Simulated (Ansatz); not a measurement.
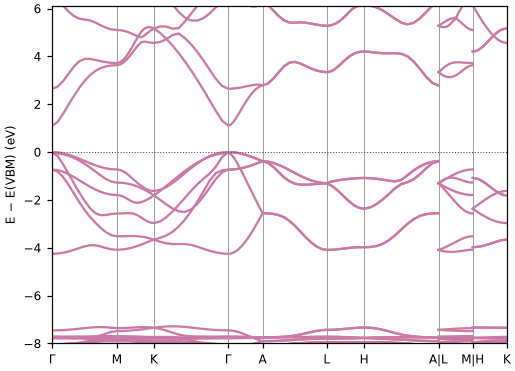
*Band structure from plane-wave PAW r²SCAN (Ansatz code)*

Problem. Read off the gap and where the band edges lie.

Solution. About 1.1 eV (1.10 eV by a search for the band edges); maximum at Γ, minimum at Γ.

The material is CdSe (wurtzite, P6_3mc).

The cell was relaxed with r²SCAN under the symmetry of its start; of distortions, only those at the zone centre were tested. Scalar-relativistic: spin–orbit coupling is off unless named, which matters more the heavier the elements.

Potentials: the later of the program's two PAW sets.
